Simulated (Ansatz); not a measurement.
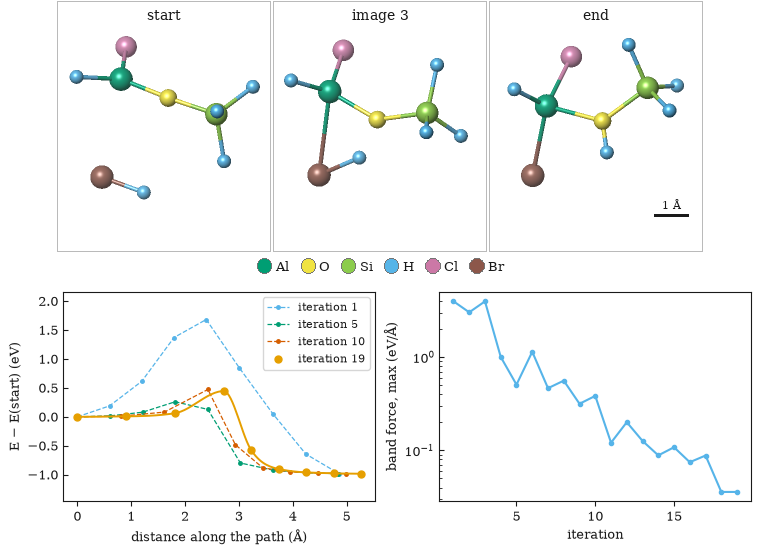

A nudged-elastic-band calculation for AlSiH₅OBrCl, made up at the start of AlSiH₄OCl and HBr. Images are numbered from 0 (start) to 8 (end). The plot follows the band through its iterations. A ball-and-stick model, seen at a tilt.

All numbers below come from RHF/def2-SVP in Ansatz. Run with 7 movable images; climbing image; force threshold 0.05 eV/Å; iteration limit 60; starting path through a guess of the saddle point.

Question: Did the band converge, and can the barrier be trusted?

Answer: The result is final at these settings. The band converged in 19 iterations. The largest component of the band force went from 4 to 0.036 eV/Å. The climbing image converged on the top of the path. Its vibrational analysis gives one imaginary mode (1126i cm⁻¹), as a transition state must have. The first iteration put the highest image at 1.68 eV. The highest point, image 3, lies 0.44 eV above the start and 1.43 eV above the end; the end is at −0.98 eV relative to the start.

Limits of the set-up: the start holds two separate molecules, 3.0 Å apart at their closest, whose relative position is a soft coordinate and is computed without a dispersion correction; Hartree-Fock leaves out electron correlation.

The run took 4.1 min on 4 threads of Intel(R) Xeon(R) Platinum 8259CL CPU @ 2.50GHz (Skylake/Cascade Lake), on a shared host, peak memory 0.35 GiB.
